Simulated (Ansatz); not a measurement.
Start from ZnO in the wurtzite structure (space group P6_3mc, No. 186; a = 3.231 Å, c = 5.216 Å). Axes: x lies along a and z along c of the hexagonal cell.

Perturbation: the cell is stretched by 2.12 % along y with no lateral relaxation; the atoms relax in the strained cell.

Method: PBEsol (Ansatz, a first-principles code; PAW; 420 eV plane waves; no spin-orbit coupling), earlier PAW set.

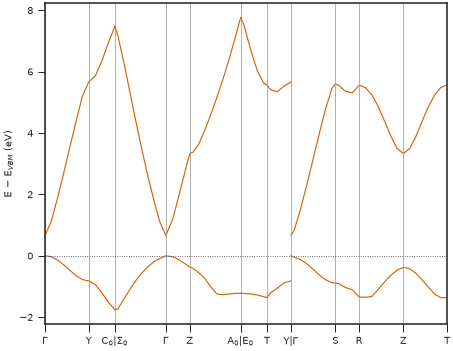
Figure: Highest valence and lowest conduction band along the path of the changed cell's own zone

Task: From the figure, how large is the changed gap, and is it direct?

Result: About 0.7 eV, direct at Γ.

Stability against distortions was not tested. Labels are those of the standard path for the cell's own space group.
